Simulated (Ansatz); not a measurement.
Cl···CH4S (SMILES [Cl-].CS) (charge −1)

Input

```
crystal:
  periodic: [false, false, false]
  atoms:
    - {symbol: Cl, position_ang: [-0.560704, 0.522319, -2.686035]}
    - {symbol: C, position_ang: [0.357719, -0.427409, 0.691542]}
    - {symbol: S, position_ang: [-0.709059, 1.035813, 0.678025]}
    - {symbol: H, position_ang: [-0.109172, -1.246655, 1.242094]}
    - {symbol: H, position_ang: [1.326444, -0.201180, 1.141716]}
    - {symbol: H, position_ang: [0.500824, -0.723767, -0.349943]}
    - {symbol: H, position_ang: [-0.806051, 1.040979, -0.717499]}
basis:
  gaussian: {orbitals: "def2-TZVPPD.json"}
total_charge: -1
hamiltonian: {xc: pbe0, dispersion: d4}
output: {orbitals: {seedname: orbitals}}
```

Launched as:

```sh
ansatz run in.yaml --threads 2 --pin off --events-out ev --progress --plain --max-ram 5222MiB
```

Geometry: PBE0-D4/def2-TZVP.

Level of theory: Ansatz, RKS PBE0-D4/def2-TZVPPD.

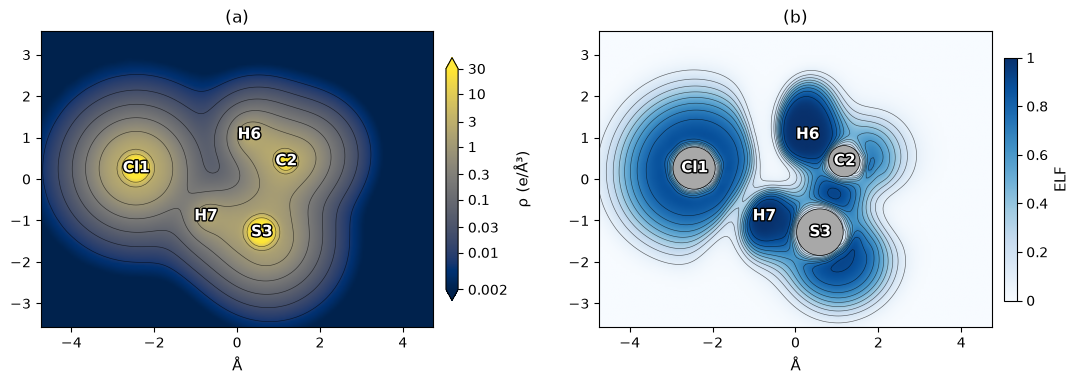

Figure 1. (a) electron density; (b) ELF on the plane of atoms C2, S3 and H7. Grey discs cover the atomic cores in the ELF map.

> Describe what can be read from this map.

- Atoms in the plane: Cl, C, S and H.
- Cl1···H7 (2.05 Å): the density falls to about 0.28 e/Å³ on the way; the ELF dips to about 0.30 between them.
- C–S (1.81 Å): ρ is about 1.2 e/Å³ halfway; the ELF peaks at about 0.90 between the atoms: a shared electron pair.
- C–H (1.09 Å): the density is about 2 e/Å³ at the midpoint; the ELF climbs to about 1 towards the hydrogen, as it does in any bond to H (an ordinary covalent bond to hydrogen).
- S–H (1.40 Å): the density is about 1.5 e/Å³ at the midpoint; the ELF climbs to about 1 towards the hydrogen (an ordinary covalent bond to hydrogen).
- The ELF also peaks beside S3, away from the bonds: lone-pair regions.

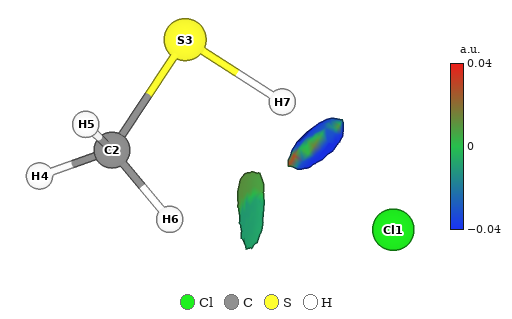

Figure 2. Non-covalent interaction (NCI) plot: the surface where the reduced density gradient is 0.5, for densities under 0.05 a.u., coloured by sign(λ₂)ρ; seen at a tilt.

> Identify the weak interactions.

H7···Cl1 (2.1 Å): an attractive contact (blue); between H6 and C2 on one side and Cl1 on the other: a weak contact, attractive (blue-green) on one side and crowded (olive to red) on the other.
